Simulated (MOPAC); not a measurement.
## Geometry relaxation, with input and output: CH$_{3}$Cl$_{3}$Ge (charge +1) (part 2 of 2)

CH$_{3}$Cl$_{3}$Ge, charge +1, multiplicity 2; PM6-D3H4, unrestricted, dispersion D3H4 (MOPAC 23.2.5). The starting geometry was optimised with PM6-D3H4.

Geometry of the input (Å):
```
C  -0.6914  -0.2000  0.7935
Ge 0.5326  0.1316  -0.5953
Cl 2.1681  -1.2356  -0.5173
Cl -0.3984  -0.0715  -2.5035
Cl 1.3255  2.1073  -0.4623
H  -1.1035  -1.2369  0.7163
H  -1.5451  0.5210  0.7474
H  -0.1948  -0.0929  1.7899
```

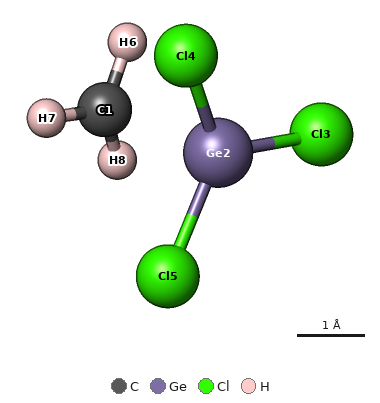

*The geometry at step 22 of the log (ball-and-stick view, seen at a tilt; atoms are numbered from 1 in the order of the input).*

### Trajectory as extended XYZ, continued
```
8
Properties=species:S:1:pos:R:3:forces:R:3 step=8 energy=6.05453
C    -0.8187   -0.1982    0.9836    0.2936  -0.2498  -0.0915
Ge    0.7661    0.1864   -0.9164    0.1483   0.0176  -0.0337
Cl    2.1075   -1.2563   -0.3871   -0.1156  -0.0681   0.0143
Cl   -0.5335   -0.1128   -2.4533   -0.0204  -0.0121   0.1217
Cl    1.2375    2.0695   -0.3001   -0.1127   0.0557   0.0310
H    -1.0493   -1.2356    0.7032   -0.0740   0.1684  -0.0046
H    -1.5215    0.6001    0.7674   -0.1497   0.0559  -0.0805
H    -0.1314   -0.0533    1.8206    0.0305   0.0325   0.0433
8
Properties=species:S:1:pos:R:3:forces:R:3 step=9 energy=6.04407
C    -0.8070   -0.2021    0.9712   -0.0466   0.1167  -0.1056
Ge    0.7904    0.2003   -0.9331   -0.0033  -0.2346  -0.0300
Cl    2.0956   -1.2701   -0.3767   -0.1286   0.0123  -0.0365
Cl   -0.5486   -0.1202   -2.4384    0.0758   0.0186   0.1554
Cl    1.2238    2.0720   -0.2894   -0.0428   0.1916   0.0439
H    -1.0532   -1.2290    0.6992   -0.0466  -0.0231  -0.0667
H    -1.5248    0.5988    0.7521    0.0759  -0.1190  -0.0362
H    -0.1304   -0.0512    1.8100    0.1162   0.0375   0.0756
8
Properties=species:S:1:pos:R:3:forces:R:3 step=10 energy=6.03825
C    -0.8016   -0.1980    0.9543    0.0166  -0.0391   0.0593
Ge    0.8017    0.2010   -0.9368   -0.0304  -0.1223   0.0539
Cl    2.0893   -1.2777   -0.3769   -0.0688  -0.0140  -0.0235
Cl   -0.5533   -0.1230   -2.4222    0.0399   0.0147   0.0849
Cl    1.2156    2.0792   -0.2852   -0.0380   0.1104   0.0115
H    -1.0558   -1.2279    0.6887    0.0062   0.0314  -0.0609
H    -1.5246    0.5929    0.7395    0.0341  -0.0084  -0.0669
H    -0.1280   -0.0489    1.8037    0.0404   0.0273  -0.0584
8
Properties=species:S:1:pos:R:3:forces:R:3 step=11 energy=6.03396
C    -0.7950   -0.1978    0.9374   -0.0277  -0.0194   0.0692
Ge    0.8097    0.2000   -0.9323   -0.0464   0.0260   0.1066
Cl    2.0826   -1.2856   -0.3811    0.0191  -0.0720   0.0123
Cl   -0.5544   -0.1234   -2.4035   -0.0246   0.0030  -0.0059
Cl    1.2079    2.0888   -0.2873   -0.0277   0.0347  -0.0082
H    -1.0588   -1.2239    0.6708    0.0416  -0.0323  -0.0442
H    -1.5237    0.5863    0.7166    0.0423   0.0450  -0.0468
H    -0.1255   -0.0456    1.7909    0.0233   0.0150  -0.0830
8
Properties=species:S:1:pos:R:3:forces:R:3 step=12 energy=6.03129
C    -0.7918   -0.1986    0.9246   -0.0424  -0.0270   0.0187
Ge    0.8127    0.2004   -0.9233   -0.0231   0.0665   0.1089
Cl    2.0802   -1.2942   -0.3863    0.0363  -0.0634   0.0261
Cl   -0.5541   -0.1234   -2.3903   -0.0574  -0.0035  -0.0463
Cl    1.2033    2.0975   -0.2923   -0.0171  -0.0046  -0.0083
H    -1.0595   -1.2241    0.6543    0.0592  -0.0291  -0.0067
H    -1.5214    0.5832    0.6967    0.0352   0.0620  -0.0211
H    -0.1225   -0.0429    1.7776    0.0093  -0.0008  -0.0713
8
Properties=species:S:1:pos:R:3:forces:R:3 step=13 energy=6.02907
C    -0.7901   -0.2003    0.9082   -0.0264  -0.0189  -0.0340
Ge    0.8154    0.2018   -0.9100   -0.0127   0.0541   0.0556
Cl    2.0791   -1.3051   -0.3927    0.0270  -0.0222   0.0321
Cl   -0.5550   -0.1237   -2.3769   -0.0513  -0.0013  -0.0418
Cl    1.1988    2.1078   -0.2991   -0.0021  -0.0317  -0.0005
H    -1.0584   -1.2269    0.6381    0.0476  -0.0218   0.0172
H    -1.5174    0.5827    0.6748    0.0110   0.0537  -0.0033
H    -0.1185   -0.0406    1.7578    0.0069  -0.0118  -0.0255
8
Properties=species:S:1:pos:R:3:forces:R:3 step=14 energy=6.02839
C    -0.7901   -0.2013    0.9008   -0.0094  -0.0048  -0.0322
Ge    0.8151    0.2026   -0.9037   -0.0164   0.0128   0.0102
Cl    2.0801   -1.3086   -0.3947    0.0090   0.0045   0.0288
Cl   -0.5560   -0.1236   -2.3733   -0.0295   0.0027  -0.0175
Cl    1.1983    2.1106   -0.3021    0.0052  -0.0195   0.0088
H    -1.0566   -1.2299    0.6349    0.0252  -0.0047   0.0126
H    -1.5155    0.5851    0.6678    0.0077   0.0196  -0.0034
H    -0.1167   -0.0407    1.7489    0.0082  -0.0105  -0.0073
8
Properties=species:S:1:pos:R:3:forces:R:3 step=15 energy=6.02816
C    -0.7903   -0.2016    0.8977    0.0054   0.0044  -0.0151
Ge    0.8145    0.2028   -0.9023   -0.0217  -0.0098  -0.0103
Cl    2.0812   -1.3086   -0.3942   -0.0019   0.0151   0.0246
Cl   -0.5574   -0.1234   -2.3731   -0.0140   0.0051  -0.0011
Cl    1.1990    2.1104   -0.3025    0.0070  -0.0095   0.0121
H    -1.0551   -1.2316    0.6362    0.0065   0.0009  -0.0011
H    -1.5145    0.5870    0.6663    0.0076  -0.0028  -0.0087
H    -0.1158   -0.0415    1.7453    0.0110  -0.0035  -0.0004
8
Properties=species:S:1:pos:R:3:forces:R:3 step=16 energy=6.02802
C    -0.7899   -0.2016    0.8961    0.0109   0.0070  -0.0022
Ge    0.8139    0.2025   -0.9028   -0.0214  -0.0178  -0.0129
Cl    2.0821   -1.3075   -0.3927   -0.0073   0.0173   0.0204
Cl   -0.5588   -0.1229   -2.3733   -0.0078   0.0050   0.0036
Cl    1.1998    2.1094   -0.3019    0.0068  -0.0031   0.0119
H    -1.0540   -1.2324    0.6373   -0.0025   0.0033  -0.0103
H    -1.5138    0.5880    0.6652    0.0106  -0.0142  -0.0104
H    -0.1150   -0.0422    1.7437    0.0107   0.0026  -0.0001
8
Properties=species:S:1:pos:R:3:forces:R:3 step=17 energy=6.02778
C    -0.7883   -0.2015    0.8924    0.0144   0.0067   0.0110
Ge    0.8128    0.2017   -0.9042   -0.0178  -0.0202  -0.0093
Cl    2.0835   -1.3050   -0.3891   -0.0121   0.0153   0.0126
Cl   -0.5622   -0.1219   -2.3729   -0.0014   0.0031   0.0050
Cl    1.2014    2.1072   -0.3004    0.0059   0.0044   0.0088
H    -1.0522   -1.2334    0.6372   -0.0113   0.0032  -0.0194
H    -1.5120    0.5885    0.6613    0.0140  -0.0235  -0.0088
H    -0.1130   -0.0430    1.7402    0.0083   0.0110   0.0001
8
Properties=species:S:1:pos:R:3:forces:R:3 step=18 energy=6.02755
C    -0.7854   -0.2017    0.8873    0.0116   0.0022   0.0158
Ge    0.8113    0.2005   -0.9052   -0.0085  -0.0125  -0.0034
Cl    2.0850   -1.3020   -0.3849   -0.0135   0.0087   0.0055
Cl   -0.5662   -0.1205   -2.3717    0.0012  -0.0002   0.0009
Cl    1.2033    2.1049   -0.2991    0.0045   0.0086   0.0043
H    -1.0503   -1.2340    0.6341   -0.0125   0.0006  -0.0189
H    -1.5095    0.5879    0.6549    0.0134  -0.0211  -0.0037
H    -0.1103   -0.0432    1.7356    0.0038   0.0138  -0.0005
8
Properties=species:S:1:pos:R:3:forces:R:3 step=19 energy=6.02742
C    -0.7821   -0.2023    0.8830    0.0011  -0.0036   0.0039
Ge    0.8101    0.1994   -0.9061    0.0006   0.0052   0.0028
Cl    2.0856   -1.2995   -0.3810   -0.0106  -0.0002   0.0002
Cl   -0.5699   -0.1194   -2.3704    0.0034  -0.0026  -0.0040
Cl    1.2049    2.1035   -0.2979    0.0019   0.0042  -0.0025
H    -1.0492   -1.2340    0.6285   -0.0020  -0.0045  -0.0037
H    -1.5068    0.5858    0.6486    0.0059  -0.0037   0.0032
H    -0.1078   -0.0422    1.7318   -0.0003   0.0051   0.0002
8
Properties=species:S:1:pos:R:3:forces:R:3 step=20 energy=6.02741
C    -0.7826   -0.2025    0.8845    0.0007  -0.0022   0.0003
Ge    0.8103    0.1997   -0.9058   -0.0019   0.0035   0.0010
Cl    2.0851   -1.3001   -0.3819   -0.0094   0.0004   0.0025
Cl   -0.5688   -0.1198   -2.3708    0.0024  -0.0015  -0.0029
Cl    1.2046    2.1040   -0.2983    0.0020   0.0035  -0.0013
H    -1.0497   -1.2339    0.6288    0.0005  -0.0034  -0.0010
H    -1.5073    0.5856    0.6505    0.0045  -0.0019   0.0012
H    -0.1084   -0.0420    1.7332    0.0013   0.0015   0.0002
8
Properties=species:S:1:pos:R:3:forces:R:3 step=21 energy=6.02740
C    -0.7826   -0.2028    0.8850   -0.0009  -0.0005  -0.0024
Ge    0.8103    0.1999   -0.9056   -0.0021   0.0033   0.0000
Cl    2.0847   -1.3003   -0.3822   -0.0089   0.0005   0.0033
Cl   -0.5684   -0.1200   -2.3711    0.0022  -0.0008  -0.0023
Cl    1.2047    2.1043   -0.2985    0.0016   0.0026  -0.0011
H    -1.0498   -1.2340    0.6286    0.0031  -0.0025   0.0015
H    -1.5072    0.5853    0.6512    0.0026  -0.0006   0.0001
H    -0.1085   -0.0418    1.7336    0.0025  -0.0020   0.0008
8
Properties=species:S:1:pos:R:3:forces:R:3 step=22 energy=6.02739
C    -0.7824   -0.2033    0.8853   -0.0018   0.0013  -0.0035
Ge    0.8102    0.2003   -0.9055   -0.0024   0.0025  -0.0013
Cl    2.0842   -1.3004   -0.3822   -0.0085   0.0008   0.0040
Cl   -0.5681   -0.1203   -2.3713    0.0024   0.0002  -0.0012
Cl    1.2049    2.1047   -0.2987    0.0011   0.0017  -0.0012
H    -1.0497   -1.2345    0.6285    0.0050  -0.0013   0.0032
H    -1.5069    0.5849    0.6518    0.0004   0.0001  -0.0013
H    -0.1084   -0.0418    1.7339    0.0037  -0.0052   0.0013
8
Properties=species:S:1:pos:R:3:forces:R:3 step=23 energy=6.02737
C    -0.7815   -0.2049    0.8857   -0.0026   0.0052  -0.0036
Ge    0.8096    0.2013   -0.9055   -0.0024   0.0000  -0.0032
Cl    2.0824   -1.3004   -0.3818   -0.0070   0.0007   0.0048
Cl   -0.5676   -0.1211   -2.3721    0.0032   0.0030   0.0010
Cl    1.2059    2.1055   -0.2989   -0.0006   0.0003  -0.0023
H    -1.0490   -1.2360    0.6288    0.0076   0.0012   0.0053
H    -1.5058    0.5836    0.6527   -0.0039   0.0004  -0.0042
H    -0.1076   -0.0424    1.7342    0.0058  -0.0108   0.0021
8
Properties=species:S:1:pos:R:3:forces:R:3 step=24 energy=6.02735
C    -0.7805   -0.2063    0.8858   -0.0025   0.0069  -0.0023
Ge    0.8091    0.2021   -0.9057   -0.0017  -0.0014  -0.0033
Cl    2.0809   -1.3001   -0.3809   -0.0056  -0.0002   0.0051
Cl   -0.5673   -0.1215   -2.3727    0.0031   0.0048   0.0014
Cl    1.2069    2.1060   -0.2991   -0.0019   0.0000  -0.0033
H    -1.0480   -1.2376    0.6294    0.0077   0.0021   0.0049
H    -1.5047    0.5823    0.6528   -0.0053  -0.0004  -0.0046
H    -0.1065   -0.0436    1.7342    0.0061  -0.0118   0.0022
8
Properties=species:S:1:pos:R:3:forces:R:3 step=25 energy=6.02730
C    -0.7765   -0.2113    0.8860    0.0004   0.0063   0.0035
Ge    0.8072    0.2051   -0.9066    0.0031  -0.0057  -0.0007
Cl    2.0751   -1.2991   -0.3773   -0.0002  -0.0035   0.0051
Cl   -0.5666   -0.1228   -2.3748    0.0008   0.0101   0.0001
Cl    1.2102    2.1077   -0.2999   -0.0059   0.0001  -0.0070
H    -1.0437   -1.2433    0.6323    0.0038   0.0027  -0.0001
H    -1.5006    0.5772    0.6519   -0.0053  -0.0033  -0.0019
H    -0.1020   -0.0491    1.7343    0.0033  -0.0069   0.0012
8
Properties=species:S:1:pos:R:3:forces:R:3 step=26 energy=6.02728
C    -0.7768   -0.2108    0.8861    0.0006   0.0043   0.0022
Ge    0.8075    0.2046   -0.9066    0.0020  -0.0031  -0.0002
Cl    2.0756   -1.2993   -0.3774   -0.0003  -0.0039   0.0052
Cl   -0.5667   -0.1222   -2.3745    0.0006   0.0085  -0.0008
Cl    1.2096    2.1075   -0.3001   -0.0048   0.0002  -0.0064
H    -1.0439   -1.2428    0.6323    0.0026   0.0007  -0.0006
H    -1.5011    0.5775    0.6517   -0.0028  -0.0028  -0.0002
H    -0.1023   -0.0492    1.7345    0.0021  -0.0038   0.0008
8
Properties=species:S:1:pos:R:3:forces:R:3 step=27 energy=6.02725
C    -0.7758   -0.2119    0.8871    0.0016  -0.0057  -0.0013
Ge    0.8079    0.2043   -0.9068    0.0025   0.0007   0.0033
Cl    2.0746   -1.2999   -0.3755   -0.0006  -0.0035   0.0043
Cl   -0.5665   -0.1198   -2.3748   -0.0022   0.0043  -0.0051
Cl    1.2087    2.1080   -0.3021   -0.0020   0.0008  -0.0042
H    -1.0421   -1.2440    0.6335   -0.0012  -0.0052  -0.0044
H    -1.5008    0.5753    0.6510    0.0057  -0.0006   0.0089
H    -0.1007   -0.0526    1.7355   -0.0037   0.0093  -0.0016
8
Properties=species:S:1:pos:R:3:forces:R:3 step=28 energy=6.02723
C    -0.7753   -0.2129    0.8877    0.0016  -0.0056  -0.0020
Ge    0.8079    0.2044   -0.9068    0.0013   0.0017   0.0026
Cl    2.0738   -1.3001   -0.3747   -0.0002  -0.0035   0.0042
Cl   -0.5662   -0.1192   -2.3754   -0.0017   0.0038  -0.0041
Cl    1.2087    2.1084   -0.3029   -0.0019  -0.0001  -0.0036
H    -1.0415   -1.2449    0.6336   -0.0006  -0.0046  -0.0032
H    -1.5004    0.5743    0.6521    0.0045   0.0007   0.0074
H    -0.1001   -0.0535    1.7360   -0.0029   0.0077  -0.0012
8
Properties=species:S:1:pos:R:3:forces:R:3 step=29 energy=6.02716
C    -0.7682   -0.2246    0.8921   -0.0021   0.0056  -0.0012
Ge    0.8064    0.2065   -0.9071   -0.0010  -0.0011  -0.0024
Cl    2.0647   -1.3013   -0.3653   -0.0012   0.0012   0.0003
Cl   -0.5639   -0.1126   -2.3806    0.0009  -0.0006   0.0019
Cl    1.2098    2.1126   -0.3119   -0.0006  -0.0021   0.0023
H    -1.0333   -1.2564    0.6355    0.0044   0.0020   0.0019
H    -1.4944    0.5628    0.6611   -0.0026   0.0000  -0.0019
H    -0.0926   -0.0642    1.7399    0.0023  -0.0050  -0.0008
8
Properties=species:S:1:pos:R:3:forces:R:3 step=30 energy=6.02715
C    -0.7694   -0.2223    0.8911    0.0003   0.0001  -0.0012
Ge    0.8068    0.2060   -0.9073   -0.0013   0.0001  -0.0001
Cl    2.0664   -1.3009   -0.3667   -0.0007  -0.0005   0.0004
Cl   -0.5647   -0.1137   -2.3795    0.0009   0.0001   0.0002
Cl    1.2096    2.1116   -0.3100   -0.0006  -0.0012   0.0005
H    -1.0346   -1.2542    0.6352    0.0023   0.0003  -0.0005
H    -1.4954    0.5649    0.6589   -0.0017   0.0012   0.0009
H    -0.0938   -0.0624    1.7388    0.0008  -0.0001  -0.0002
8
Properties=species:S:1:pos:R:3:forces:R:3 step=31 energy=6.02715
C    -0.7693   -0.2224    0.8910    0.0001  -0.0002  -0.0004
Ge    0.8067    0.2060   -0.9073   -0.0007   0.0001   0.0001
Cl    2.0664   -1.3009   -0.3665   -0.0008  -0.0007   0.0002
Cl   -0.5647   -0.1136   -2.3795    0.0005  -0.0003  -0.0004
Cl    1.2096    2.1116   -0.3101   -0.0005  -0.0006   0.0007
H    -1.0344   -1.2544    0.6351    0.0020   0.0008  -0.0005
H    -1.4953    0.5648    0.6590   -0.0013   0.0008   0.0005
H    -0.0936   -0.0626    1.7388    0.0008   0.0000  -0.0004
8
Properties=species:S:1:pos:R:3:forces:R:3 step=32 energy=6.02715
C    -0.7689   -0.2227    0.8909    0.0003   0.0009   0.0005
Ge    0.8066    0.2062   -0.9075   -0.0004  -0.0009   0.0007
Cl    2.0659   -1.3008   -0.3659   -0.0009  -0.0004  -0.0001
Cl   -0.5647   -0.1135   -2.3797    0.0003  -0.0003  -0.0010
Cl    1.2097    2.1116   -0.3102   -0.0002   0.0004   0.0007
H    -1.0337   -1.2548    0.6349    0.0008   0.0011  -0.0010
H    -1.4951    0.5645    0.6594   -0.0006  -0.0009   0.0003
H    -0.0930   -0.0631    1.7386    0.0008   0.0002  -0.0001
8
Properties=species:S:1:pos:R:3:forces:R:3 step=33 energy=6.02715
C    -0.7683   -0.2233    0.8910    0.0003   0.0013   0.0011
Ge    0.8064    0.2063   -0.9076    0.0000  -0.0009   0.0009
Cl    2.0653   -1.3008   -0.3652   -0.0007  -0.0006  -0.0005
Cl   -0.5647   -0.1132   -2.3800    0.0001  -0.0005  -0.0013
Cl    1.2098    2.1118   -0.3106   -0.0002   0.0007   0.0007
H    -1.0328   -1.2554    0.6347    0.0000   0.0009  -0.0010
H    -1.4948    0.5639    0.6601   -0.0003  -0.0014  -0.0001
H    -0.0923   -0.0639    1.7386    0.0008   0.0004   0.0001
8
Properties=species:S:1:pos:R:3:forces:R:3 step=34 energy=6.02714
C    -0.7681   -0.2232    0.8911    0.0000   0.0002   0.0007
Ge    0.8063    0.2063   -0.9075    0.0004  -0.0003   0.0003
Cl    2.0652   -1.3008   -0.3652   -0.0005  -0.0006  -0.0004
Cl   -0.5645   -0.1132   -2.3802   -0.0001  -0.0003  -0.0008
Cl    1.2098    2.1118   -0.3106   -0.0005   0.0004   0.0008
H    -1.0324   -1.2552    0.6343   -0.0001   0.0007   0.0003
H    -1.4949    0.5638    0.6607    0.0002  -0.0004  -0.0008
H    -0.0921   -0.0639    1.7387    0.0006   0.0004  -0.0001
8
Properties=species:S:1:pos:R:3:forces:R:3 step=35 energy=6.02714
C    -0.7685   -0.2226    0.8910    0.0000  -0.0003  -0.0001
Ge    0.8064    0.2062   -0.9075   -0.0003   0.0001   0.0000
Cl    2.0657   -1.3009   -0.3659   -0.0006  -0.0006   0.0004
Cl   -0.5645   -0.1136   -2.3800    0.0004   0.0002  -0.0006
Cl    1.2097    2.1117   -0.3102   -0.0005  -0.0004   0.0003
H    -1.0330   -1.2545    0.6342    0.0006   0.0002   0.0002
H    -1.4953    0.5644    0.6604    0.0000   0.0004   0.0001
H    -0.0925   -0.0633    1.7387    0.0004   0.0005  -0.0002
```

### Summary

| quantity | value |
| --- | --- |
| outcome | converged |
| total energy | −36.759388 hartree |
| dispersion energy | −0.001562 hartree |
| heat of formation | 138.99 kcal/mol |
| basis functions | 38 |
| largest force | 0.001 eV/Å |
| ⟨S²⟩ | 0.756 |
| peak memory | 0.094 GiB |

MOPAC's energies along a path are heats of formation.
